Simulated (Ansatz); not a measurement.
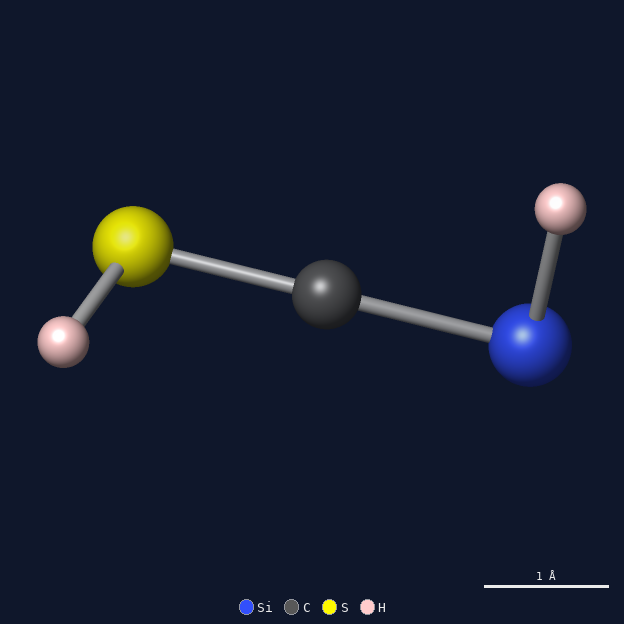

Identify the structure.

It has 5 atoms: 1 carbon, 2 hydrogen, 1 sulfur and 1 silicon (CH₂SSi). Coordination, clear cases only: 1 Si bent; 1 S bent.

The parts below concern this one geometry. Atoms keep their numbers from picture to picture. Computed geometry: PBE0-D4/def2-TZVP optimisation. No frequency run is at hand to confirm it as a minimum.

Dipole moment

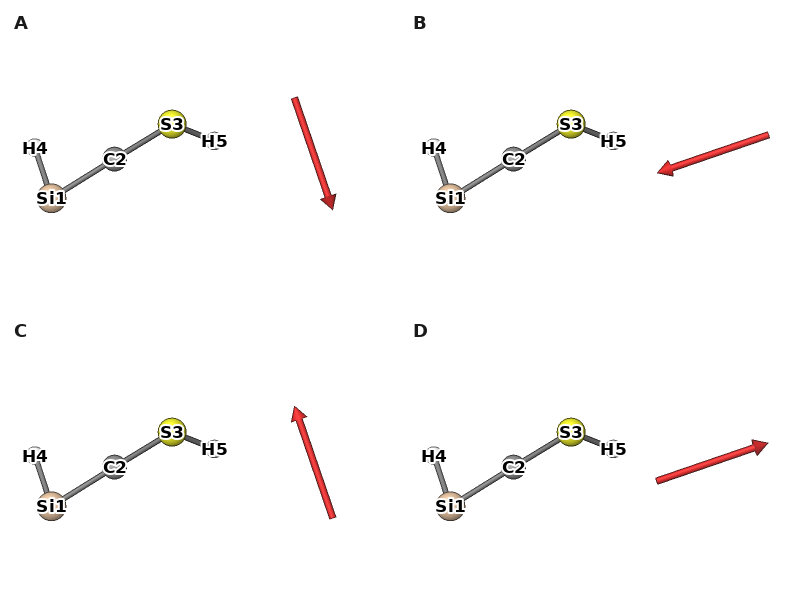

The same molecule four times, each with an arrow. No frequency run is at hand to confirm it as a minimum. Level of theory: RKS PBE0-D4/def2-TZVP (Ansatz 0.2.0).

Which arrow points along the dipole moment, from the negative to the positive end?

D. The dipole moment is 1.77 D; it points from the side of Si1, H4 to the side of H5 (the outermost atoms at the two ends).

Electronic properties

No frequency run is at hand to confirm it as a minimum. Method: RKS PBE0-D4/def2-TZVPP (Ansatz 0.2.0).

What is the HOMO–LUMO gap?

4.55 eV.

Give the HOMO energy (Kohn–Sham orbital) at this level.

−6.81 eV.

Charges

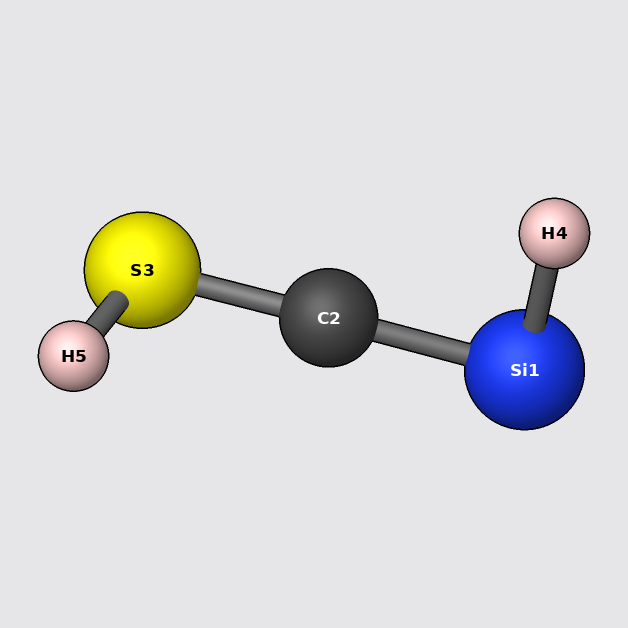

The questions are on Mulliken charges. No frequency run is at hand to confirm it as a minimum. Properties computed with RKS PBE0-D4/def2-TZVP (Ansatz 0.2.0).

Which atom carries the highest charge (most positive or least negative)?

H5 (0.15 e).

And the lowest?

C2 (−0.13 e).

Give the Mulliken charges atom by atom.

```csv
atom,value (e)
Si1,−0.02
C2,−0.13
S3,−0.02
H4,0.03
H5,0.15
```

Mulliken values depend strongly on the basis set and can even reverse the polarity of a bond.
